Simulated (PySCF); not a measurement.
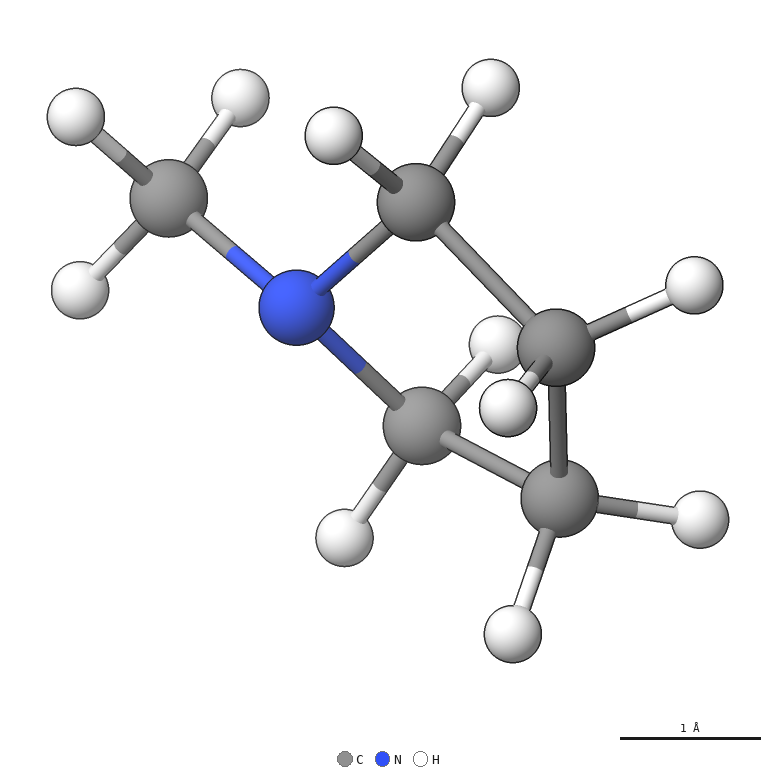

The picture shows a molecular structure as a ball-and-stick model.

What does the picture show?

It has 17 atoms: 5 carbon, 11 hydrogen and 1 nitrogen (C₅H₁₁N). SMILES: `CN1CCCC1`. Independent rings (smallest set): 1 of 5 members. Among its groups: tertiary amine. This geometry has Cs symmetry. Coordination: 5 C tetrahedral; 1 N trigonal pyramidal.

The parts below concern this one geometry. Atoms keep their numbers from picture to picture. Computed geometry: PBE0-D3(BJ)/def2-SVP optimisation. No frequency run is at hand to confirm it as a minimum.

Electronic properties

No frequency run is at hand to confirm it as a minimum. Method: B3LYP/pcJ-1, gas phase (PySCF 2.14.0).

Give the HOMO energy (Kohn–Sham orbital) at this level.

Answer. −5.83 eV.

What is the HOMO–LUMO gap?

Answer. 6.94 eV.

What is the dipole moment?

Answer. 0.37 D.

Ring current

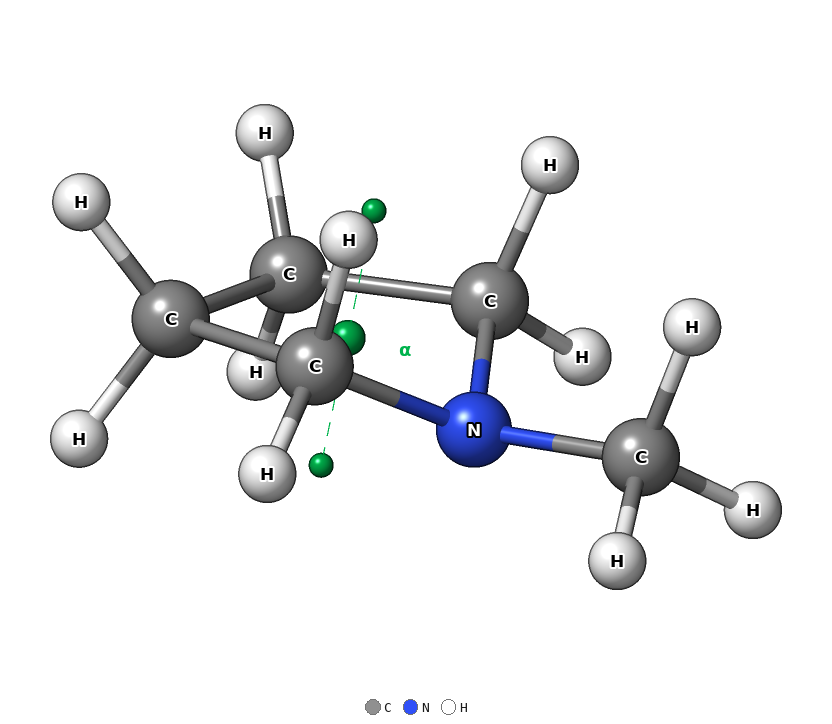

The small points mark where nucleus-independent chemical shifts (NICS) were computed: at the centre of each lettered ring and 1 Å above and below it. No frequency run is at hand to confirm it as a minimum. Properties computed with GIAO PBE0/pcSseg-1 NMR shielding, non-relativistic, gas phase (PySCF 2.14.0).

Give NICS(0), NICS(1) and the out-of-plane component NICS(1)zz for each ring (means of the two sides).

```json
{"ring": "α", "members": "C4N", "NICS(0)": "−7.8", "NICS(1)": "−4.4", "NICS(1)zz": "−4.5"}
```

Values in ppm.

What do the values say about the ring currents?

Answer. Ring α: weak, as in a non-aromatic ring. NICS is one index among several.

NMR shielding

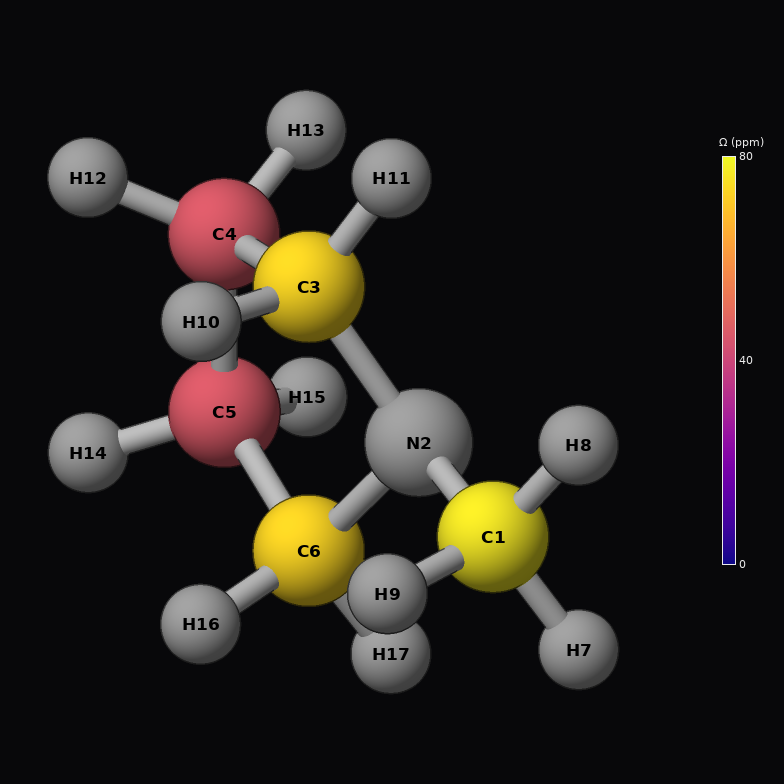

The C atoms are coloured by the span of their shielding tensor. No frequency run is at hand to confirm it as a minimum. Properties computed with GIAO B3LYP/pcSseg-2 NMR shielding, non-relativistic, gas phase (PySCF 2.14.0). Principal shieldings σ11 ≤ σ22 ≤ σ33, span Ω = σ33 − σ11, skew κ = 3(σiso − σ22)/Ω.

Give the shielding tensors of the C atoms.

```tsv
atom	σ11	σ22	σ33	σiso	Ω	κ
C1	103.0	124.3	180.1	135.8	77.1	0.45
C3, C6	88.1	104.9	161.6	118.2	73.5	0.54
C4, C5	122.8	162.7	168.3	151.3	45.5	−0.75
```

Shieldings and span in ppm.

Core levels

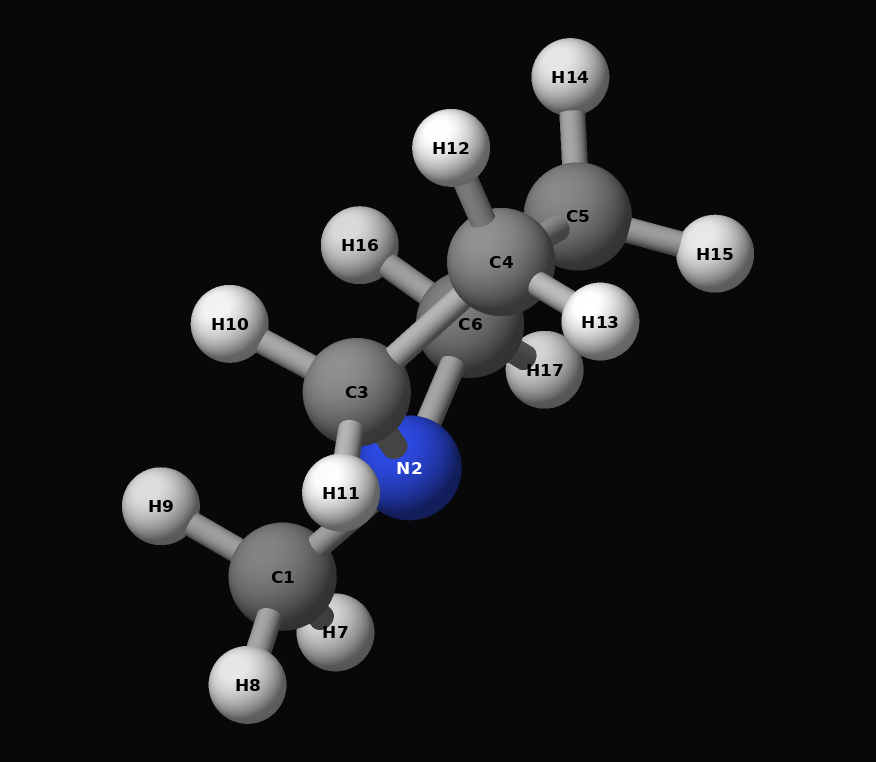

No frequency run is at hand to confirm it as a minimum. Method: delta-SCF UKS SCAN, pcX-2 on the ionised atom, pcseg-1 elsewhere, spin-free X2C (PySCF 2.14.0).

Give the core-electron binding energies (to vacuum) of C1 1s, N2 1s, C3 1s, C4 1s.

```json
{"atom": "C1", "level": "1s", "binding energy (eV)": "291.2"}
{"atom": "N2", "level": "1s", "binding energy (eV)": "404.4"}
{"atom": "C3", "level": "1s", "binding energy (eV)": "291.0"}
{"atom": "C4", "level": "1s", "binding energy (eV)": "290.4"}
```
